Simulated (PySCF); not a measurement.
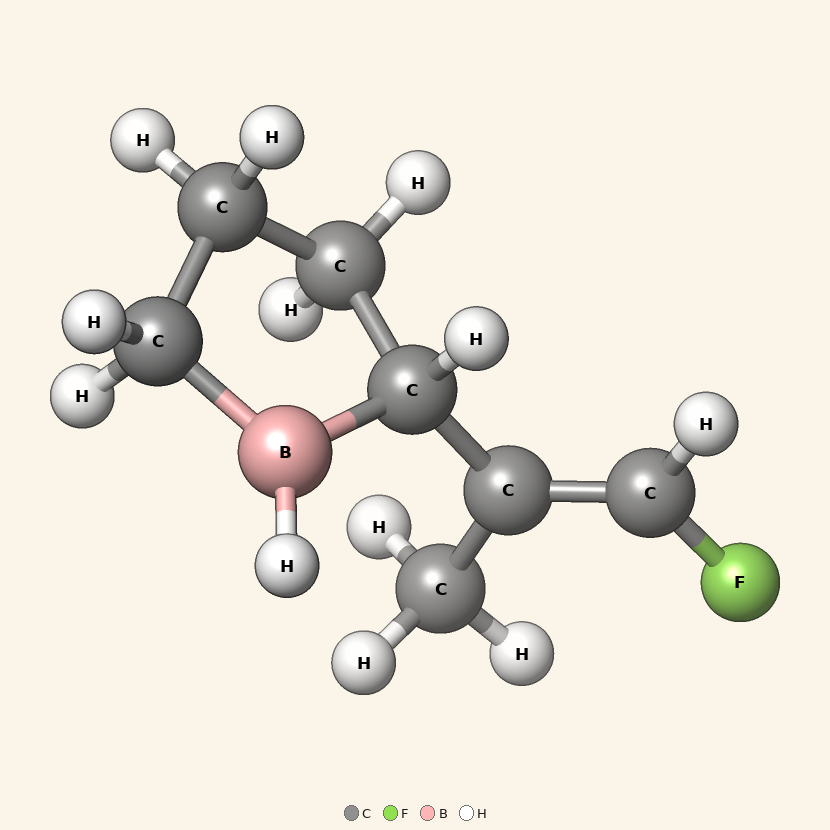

Every bond is drawn as one stick, whatever its order.

Computed geometry: PBE0-D3(BJ)/def2-SVP optimisation. No frequency run is at hand to confirm it as a minimum.

Identify the structure.

It has 21 atoms: 7 carbon, 12 hydrogen, 1 boron and 1 fluorine (C7H12BF). Its SMILES string is `C/C(=C\F)[C@@H]1BCCC1`. Independent rings (smallest set): 1 of 5 members. Among its groups: alkene, C–F bond, B–H bond. The point group is C1. Coordination: 5 C tetrahedral; 2 C trigonal planar; 1 B trigonal planar.

The parts below concern this one geometry. Atoms keep their numbers from picture to picture.

**Shape**

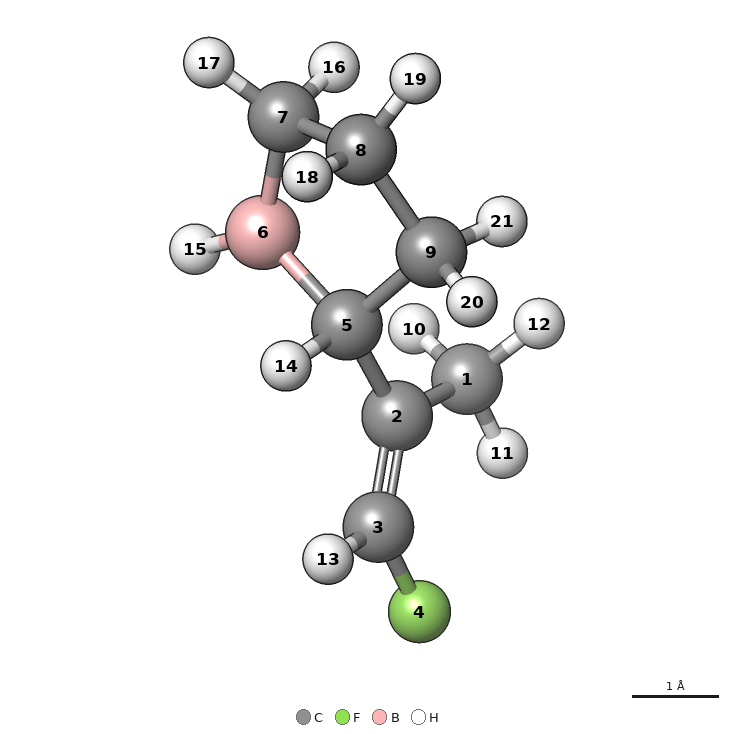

Atoms carry their numbers in the input. No frequency run is at hand to confirm it as a minimum.

List the bonds and their lengths. Leave out bonds to hydrogen.

```csv
bond,length (Å),order
C1–C2,1.498,single
C2–C3,1.335,double
C2–C5,1.499,single
C3–F4,1.337,single
C5–B6,1.577,single
C5–C9,1.544,single
B6–C7,1.564,single
C7–C8,1.535,single
C8–C9,1.530,single
```

**Ring current**

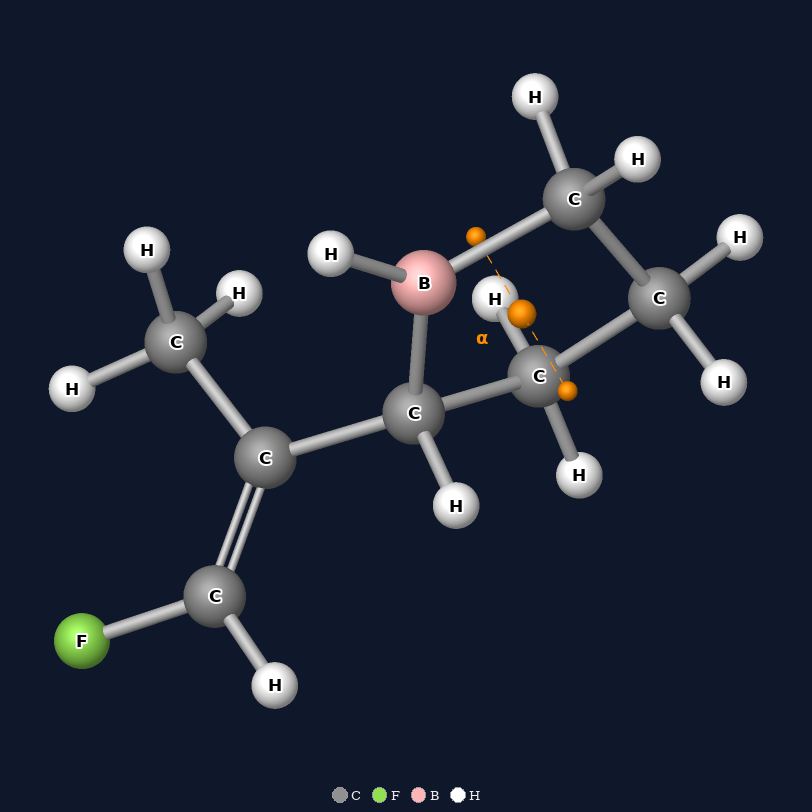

The small points mark where nucleus-independent chemical shifts (NICS) were computed: at the centre of each lettered ring and 1 Å above and below it. No frequency run is at hand to confirm it as a minimum. Level of theory: GIAO ωB97X-D/pcSseg-1 NMR shielding, non-relativistic, gas phase (PySCF 2.14.0).

Give NICS(0), NICS(1) and the out-of-plane component NICS(1)zz for each ring (means of the two sides).

```csv
ring,members,NICS(0),NICS(1),NICS(1)zz
α,C4B,−0.8,−3.5,−3.2
```

Values in ppm.

What do the values say about the ring currents?

Answer. Ring α: weak, as in a non-aromatic ring. NICS is one index among several.

**Dipole moment**

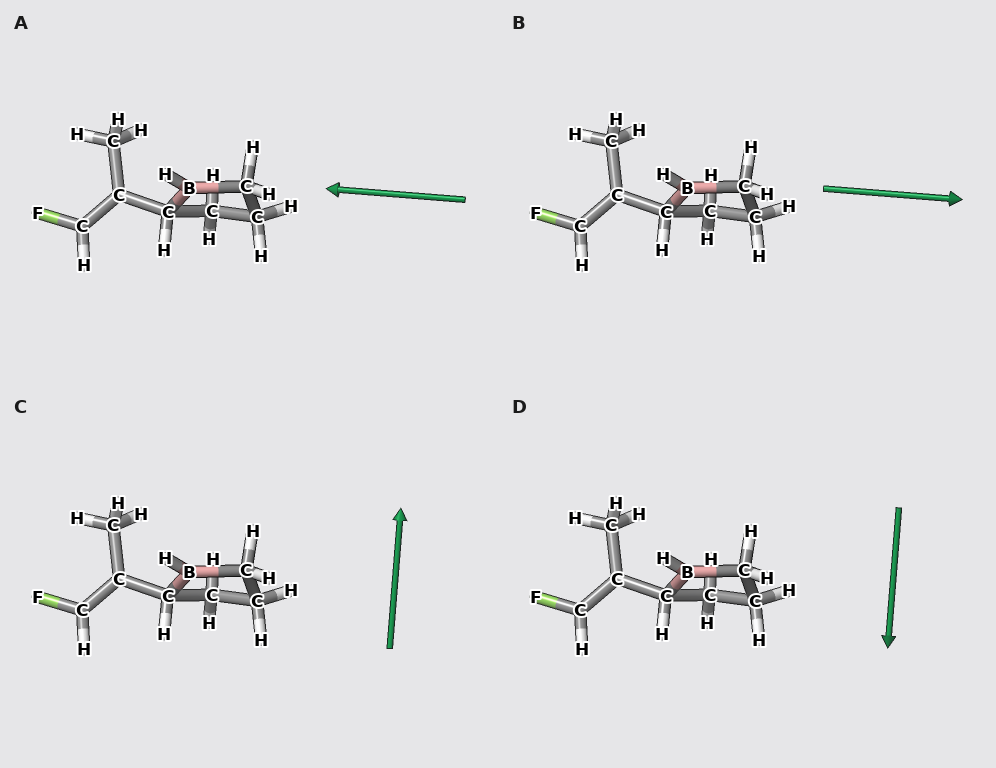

The same molecule four times, each with an arrow. No frequency run is at hand to confirm it as a minimum. Properties computed with PBE0/pcSseg-1, gas phase (PySCF 2.14.0).

Which arrow points along the dipole moment, from the negative to the positive end?

Answer. B. The dipole moment is 1.93 D.

**NMR shielding**

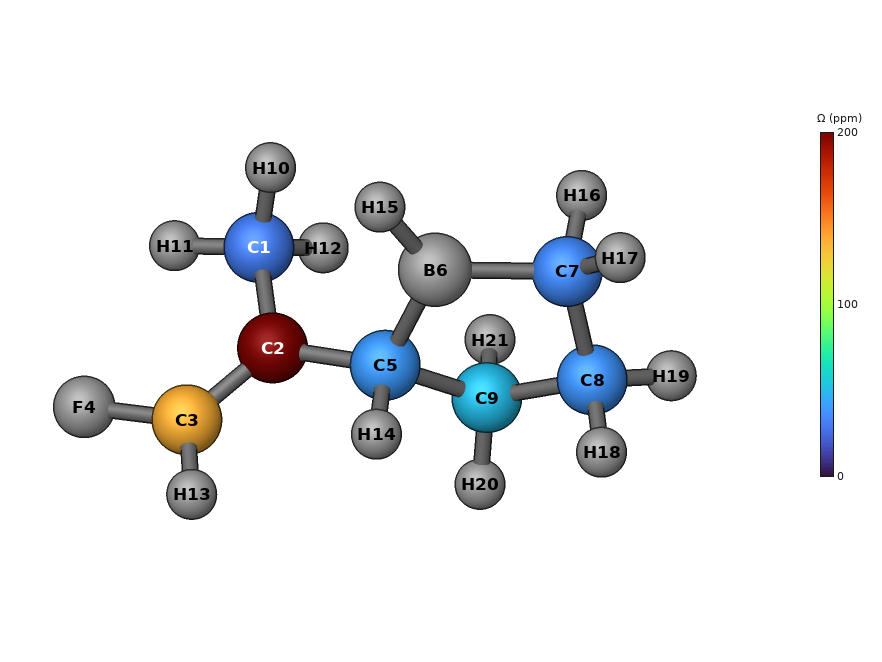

The C atoms are coloured by the span of their shielding tensor. No frequency run is at hand to confirm it as a minimum. Method: GIAO PBE0/pcSseg-1 NMR shielding, non-relativistic, gas phase (PySCF 2.14.0). Principal shieldings σ11 ≤ σ22 ≤ σ33, span Ω = σ33 − σ11, skew κ = 3(σiso − σ22)/Ω.

Which C atom has the most anisotropic shielding?

Answer. C2, with a span of 199 ppm.

Give the shielding tensors of the C atoms.

```csv
atom,σ11,σ22,σ33,σiso,Ω,κ
C1,152.7,173.9,184.4,170.4,31.7,−0.34
C2,−45.4,65.9,153.5,58.0,198.9,−0.12
C3,−53.5,70.8,82.8,33.4,136.4,−0.82
C5,112.2,126.1,152.2,130.2,40.0,0.30
C7,130.8,147.2,166.5,148.2,35.7,0.08
C8,133.6,161.2,172.7,155.8,39.0,−0.41
C9,119.6,159.9,170.9,150.1,51.3,−0.57
```

Shieldings and span in ppm.
